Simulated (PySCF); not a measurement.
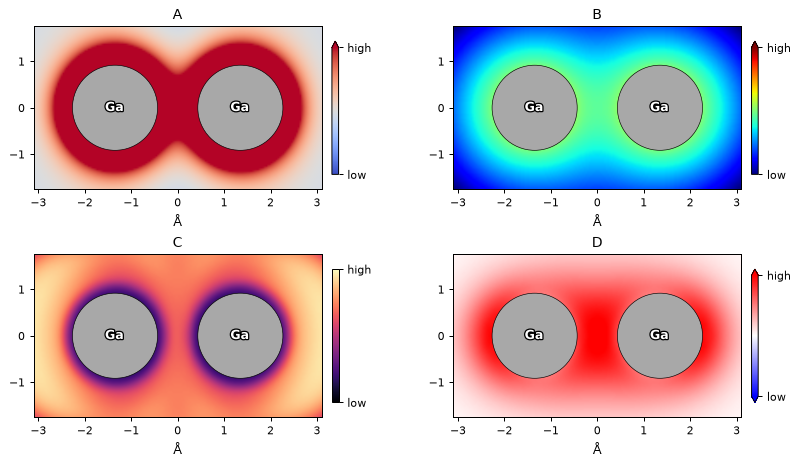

Ga2 (triplet): 4 fields on a plane that holds the molecular axis, with unlabelled colour scales. Grey discs cover the atomic cores.

These are results of PySCF, PBE0/def2-TZVPP, non-relativistic Hamiltonian with scalar-relativistic core potentials where named, at a bond length of 2.699 Å, not measurements.

Q: Match the panels to the quantities (electron density, electron localisation function, electrostatic potential and spin density).

A: Panel A: electrostatic potential (strongly positive close to the atoms and fading to about zero outside). Panel B: electron density. Panel C: electron localisation function. Panel D: spin density (confined to the atoms that carry the unpaired spin). From the grid: Ga–Ga (2.70 Å): the density is about 0.3 e/Å³ at the midpoint; the ELF peaks at about 0.65 between the atoms.
